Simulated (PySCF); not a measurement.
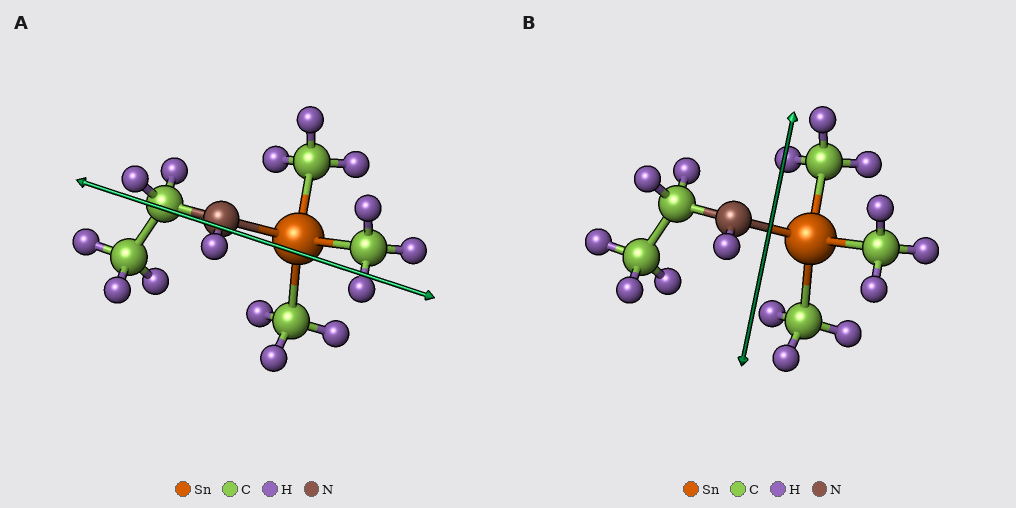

The double arrows show the directions of two transition dipoles from the ground state (lengths mean nothing). The geometry was computed by an optimisation with PBE0-D3(BJ)/def2-SVP. No frequency run is at hand to confirm it as a minimum. Level of theory: TDDFT B3LYP/def2-SVPD, vertical, gas phase, core orbitals frozen in the response, core potentials on Sn (PySCF 2.14.0).

**One belongs to singlet state 1 and one to singlet state 6. Which is which?**

A: state 6, 6.64 eV (187 nm), oscillator strength 0.018, mainly HOMO → LUMO+5 (weight 0.87).
B: state 1, 4.93 eV (252 nm), oscillator strength 0.040, mainly HOMO → LUMO (weight 0.95).
